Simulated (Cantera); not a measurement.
Charge: 1 mol SiH4, 0.34 mol H2O, held at 0.0488 Torr.

Cantera equilibrium calculation (NASA polynomials, part measured and part estimated; ideal gas, pure solids and liquids). Candidate condensed phases: H2O, Si, SiO2; 18 gas species. Gases not in the tables: Si2H6 and higher silanes. Equilibrium is a limit: real reactors are often held back by kinetics, nucleation or transport.

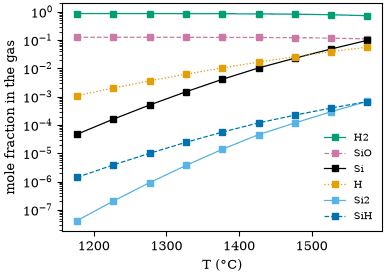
*Equilibrium gas composition (values under 1e-9 drawn at 1e-9)*

Problem. Read off the mole fractions at 1577 °C.

Solution. H2 about 0.73, SiO about 0.11, Si about 0.099, H about 0.057, Si2 about 0.00069, SiH about 0.00068.
